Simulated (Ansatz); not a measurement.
# CH3ClFNOSi: how energies converge with the basis set

Aim: see how fast density functionals converge with the basis set for CH3ClFNOSi.

Computed with Ansatz 0.2.0, Gaussian basis. Level: one geometry, several basis sets.

The runs, in order: PBE0-D4/def2-SVP; ωB97M-V/def2-SVP; PBE0-D4/def2-QZVPP; ωB97M-V/def2-QZVPP; the functionals' def2-TZVPP values are taken from earlier runs.

**1. The geometry**

An earlier PBE0-D4 in a triple-zeta def2 set relaxation fixed the geometry.

SMILES `C=N[Si](O)(F)Cl`, 9 atoms, charge 0, spin multiplicity 1.

Atoms are counted from 1 here; the program's logs count them from 0.

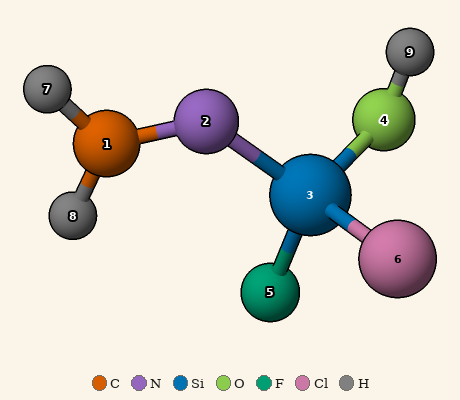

The geometry (carbon orange, nitrogen purple, silicon blue, oxygen green, fluorine teal, chlorine pink, hydrogen grey); atoms are numbered from 1 in the order of the file.

**2. PBE0-D4 in def2-SVP**

File in.yaml:

```yaml
crystal:
  periodic: [false, false, false]
  atoms:
    - {symbol: C, position_ang: [0.959344, -1.480449, -0.330705]}
    - {symbol: N, position_ang: [0.720967, -0.422370, 0.307330]}
    - {symbol: Si, position_ang: [-0.449110, 0.767977, -0.075502]}
    - {symbol: O, position_ang: [-1.431196, 1.031079, 1.180752]}
    - {symbol: F, position_ang: [-1.398164, 0.352511, -1.273387]}
    - {symbol: Cl, position_ang: [0.552725, 2.444425, -0.633582]}
    - {symbol: H, position_ang: [1.729917, -2.173276, 0.024718]}
    - {symbol: H, position_ang: [0.436752, -1.776933, -1.250601]}
    - {symbol: H, position_ang: [-1.032735, 1.210636, 2.033677]}
basis:
  gaussian: {orbitals: def2-SVP}
hamiltonian: {xc: pbe0, dispersion: d4}
output: {orbitals: {seedname: orbitals}}
```

Command:

```bash
ansatz run in.yaml --threads 4 --pin off --events-out ev --progress --plain --max-ram 10444MiB
```

After this run come: ωB97M-V in def2-SVP; PBE0-D4 in def2-QZVPP; ωB97M-V in def2-QZVPP.

Q: Predict the results of all the runs planned. Wanted: PBE0-D4: double and triple zeta above quadruple; ωB97M-V: double and triple zeta above quadruple.

**Answer**, as computed:

```
                                       quantity           value
PBE0-D4: double and triple zeta above quadruple  17.55, 1.07 eV
ωB97M-V: double and triple zeta above quadruple  17.64, 1.01 eV
```

In words: PBE0-D4 gains 16.48 eV from double to triple zeta, then 1.07 eV more. Total energies overstate the basis error of differences, where much of it tends to cancel.
